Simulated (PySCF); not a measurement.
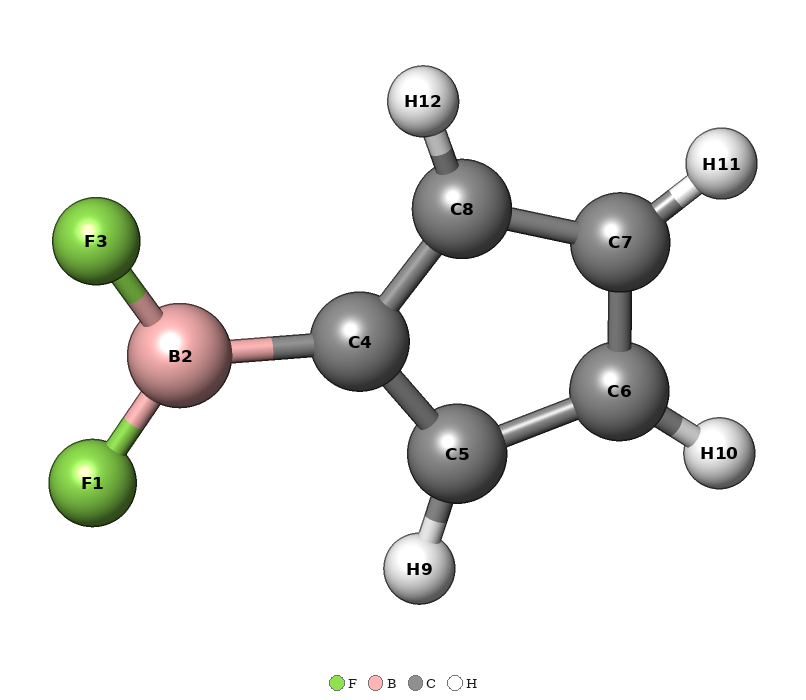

State: neutral, doublet. The computed structure is the end point of a GFN2-xTB optimisation. No frequency run is at hand to confirm it as a minimum. Method: UKS B3LYP, pcH-1 on B C F H, non-relativistic (PySCF 2.14.0). Fermi-contact and spin-dipolar terms alone, no spin-orbit part.

### Which nucleus has the largest dipolar (anisotropic) hyperfine coupling?

13C at C8: principal values −46.1, −44.5, 90.7 MHz.

List the isotropic and dipolar parts for the most strongly coupled nuclei, one of each equivalent set. Atoms whose distances differ by more than 0.02 Å in this geometry are listed apart.

```
atom  isotope  a_iso (MHz)  dipolar part (MHz)
  C8      13C         45.3  −46.1, −44.5, 90.7
  C5      13C         28.3  −35.3, −33.6, 68.8
  C6      13C          7.4  −20.6, −19.1, 39.7
 H12       1H        −38.1   −22.6, −1.7, 24.3
  H9       1H        −29.6   −17.7, −2.1, 19.8
  C4      13C        −27.9     −14.9, 7.3, 7.5
 H10       1H        −17.7   −11.3, −2.6, 13.9
  F1      19F         −3.0     −11.9, 4.9, 6.9
```

The geometry is semi-empirical. Around B such bond lengths and angles can be off by a tenth of an ångström or more and by several degrees, and values that hang on the shape move with them.
